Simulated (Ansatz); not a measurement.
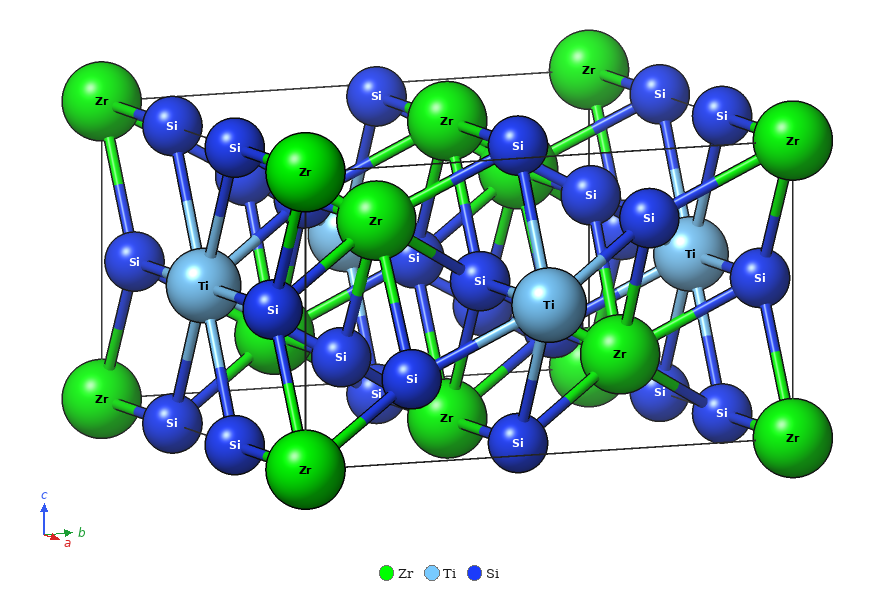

A ball-and-stick rendering, viewed slightly off an axis. The lines enclose the conventional unit cell; boundary atoms appear with their images.

Zr3TiSi8, space group C222 (No. 21), a = 8.603 Å, b = 8.893 Å, c = 5.039 Å, α = 90.00°, β = 90.00°, γ = 90.00°. The structure was taken from a structure type filled with these elements by a generator (whether the compound takes this form wasn't checked). Earlier steps of the study may have refined or changed the cell and positions. Ansatz was used for an electronic-structure calculation on it.

This one geometry was computed with Ansatz (DFT, plane waves, PAW) at three levels of theory: r2SCAN, PBEsol and PBE.

**Which level gives the highest pressure at this volume, and what does that say about its equilibrium volume?**

Highest: PBE (0.0 GPa), which points to the largest equilibrium volume. Lowest, with the smallest volume: PBEsol (-3.7 GPa). Levels within 0.5 GPa of each other can't be told apart.

**How does the band gap change with the level of theory?**

All levels give a metal.

**Collect the results in a table.**

| level | cutoff (eV) | k-mesh of the run's cell | gap (eV) | pressure (GPa) |
| --- | --- | --- | --- | --- |
| r2SCAN | 500 | 6×6×8 | metal | -1.0 |
| PBEsol | 420 | 6×6×8 | metal | -3.7 |
| PBE | 420 | 6×6×8 | metal | 0.0 |

Gaps are taken on the k-mesh or band path of each run.
